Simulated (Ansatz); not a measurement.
A series of calculations on SnH2Br

**1. Relaxation**

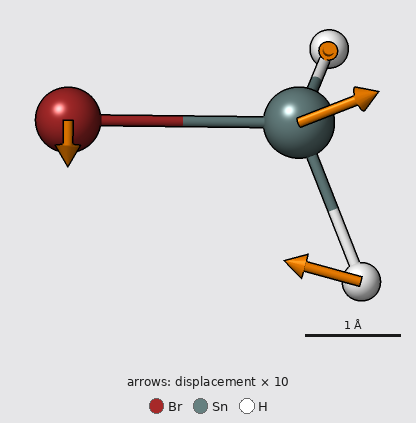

A relaxation of SnH2Br (multiplicity 2) (coarse preliminary run). The starting structure is drawn; orange arrows show the displacements, 10 times their true length. The two geometries are superimposed by the best rigid fit.

The picture is a ball-and-stick view, seen at a tilt.

Level of theory: Ansatz 0.2.0, UKS PBE-D4/def2-SVP. Settings: force threshold 0.03 eV/Å; at most 250 steps.

Question: What happened in the run?

Answer: The atom that moves furthest after the best rigid fit is the Sn atom (0.097 Å). Largest moves by element: Sn 0.097 Å, H 0.086 Å, Br 0.051 Å. Some distances before and after: Br–Sn 2.458 → 2.537 Å, H–Sn 1.799 → 1.756 Å, H–Sn 1.738 → 1.755 Å. Among the angles between lasting bonds that change: Br–Sn–H 111.9° → 105.0°, Br–Sn–H 108.0° → 104.9°. The optimiser took 4 steps.

**2. Relaxation**

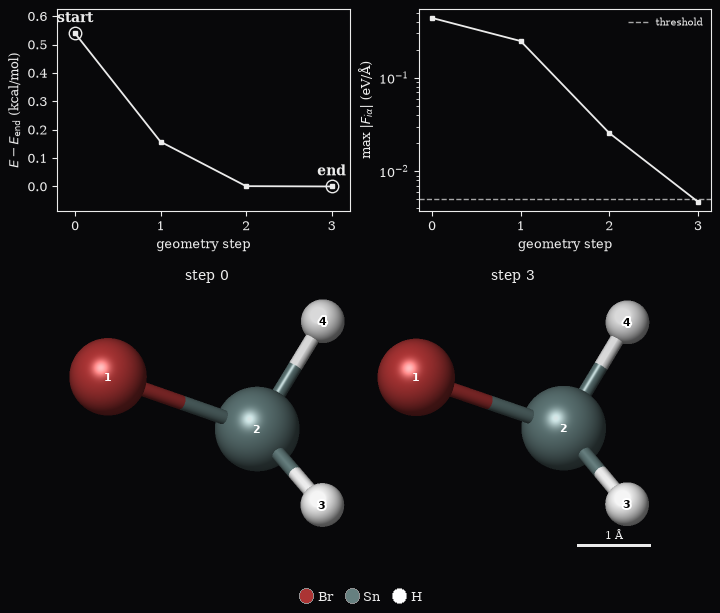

First and last geometry of a relaxation of SnH2Br (multiplicity 2), with the history of the run. A ball-and-stick model, seen at a tilt.

All numbers below come from Ansatz, UKS PBE0-D4/def2-TZVP. Settings: force threshold 0.005 eV/Å; at most 200 steps.

What do the curves and the structures tell?

Answer. It converged. The atom that moves furthest after the best rigid fit is Br1 (0.035 Å). Largest moves by element: Br 0.035 Å, Sn 0.027 Å, H 0.024 Å. Some distances before and after: Br1–Sn2 2.537 → 2.493 Å, Sn2–H3 1.755 → 1.723 Å. After 3 geometry steps the energy has fallen by 0.54 kcal/mol. The largest force component goes from 0.44 to 0.0047 eV/Å.

```tsv
step	E − E(0), kcal/mol	largest force component, eV/Å
0	0.00	0.4386
1	-0.38	0.2482
2	-0.54	0.0257
3	-0.54	0.0047
```

**3. Scan**

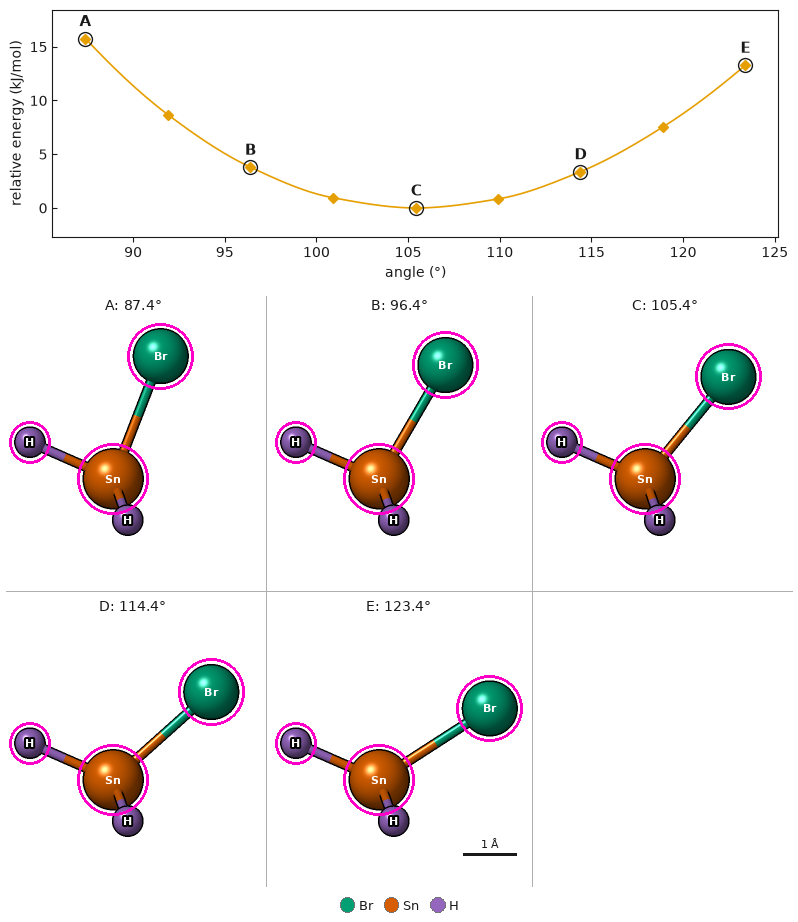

Energy scan for SnH2Br (multiplicity 2), in which one Br–Sn–H angle is varied, with the rest of the molecule carried along rigidly. The lettered frames are marked on the plot. A ball-and-stick model, seen onto the plane of the angle. The ringed atoms are those of the scanned coordinate.

Level of theory: PBE0-D4 (def2-TZVPP, Ansatz), on geometries moved rigidly from the minimum at PBE0-D4/def2-TZVP. Elements past krypton carry the basis set's effective core potentials. Energies are counted from the PBE0-D4/def2-TZVP minimum geometry at the same level.

Question: What does the scan show?

Answer: Of the computed points the lowest is at the angle 105.4°, 0.0 kJ/mol. The end points stand at 15.8 kJ/mol (87.4°) and 13.3 kJ/mol (123.4°). The curvature at the lowest point is about 3 eV/rad².

**4. Scan**

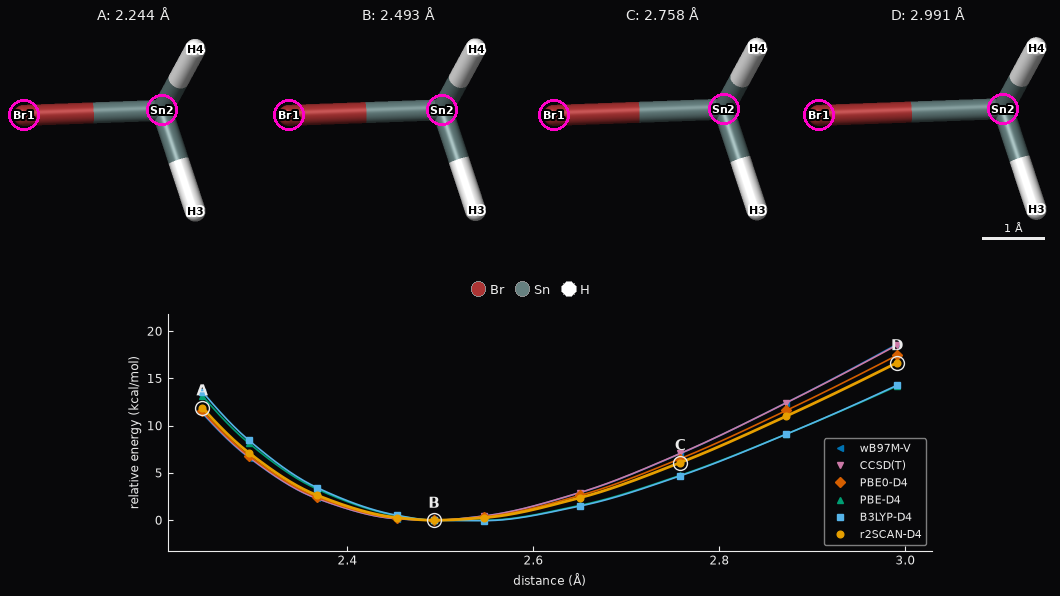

A scan of SnH$_{2}$Br (multiplicity 2): the Br1–Sn2 distance is varied, with the rest of the molecule carried along rigidly. The lettered frames are marked on the plot, at the values of r2SCAN-D4. Style: stick. Shown at a tilt. The ringed atoms are those of the scanned coordinate.

Computed with Ansatz: r2SCAN-D4, B3LYP-D4, PBE-D4, PBE0-D4, CCSD(T), wB97M-V, basis def2-TZVPP, on geometries moved rigidly from the minimum at PBE0-D4/def2-TZVP. Coupled cluster with a frozen core. Elements past krypton carry the basis set's effective core potentials. Energies are counted from the PBE0-D4/def2-TZVP minimum geometry at the same level.

> What does the scan show?

With r2SCAN-D4: the lowest computed point lies at the distance 2.493 Å (0.0 kcal/mol). At the ends of the scan the energy is 11.9 kcal/mol (2.244 Å) and 16.7 kcal/mol (2.991 Å). The curvature at the lowest point is about 12 eV/Å² (1.9 mdyn/Å). The well is steeper on the short side, as for any bond. At 2.991 Å the levels give PBE-D4 14.2 kcal/mol, B3LYP-D4 14.3 kcal/mol, r2SCAN-D4 16.7 kcal/mol, PBE0-D4 17.5 kcal/mol, CCSD(T) 18.5 kcal/mol, wB97M-V 18.6 kcal/mol. Closest to CCSD(T) there is wB97M-V.
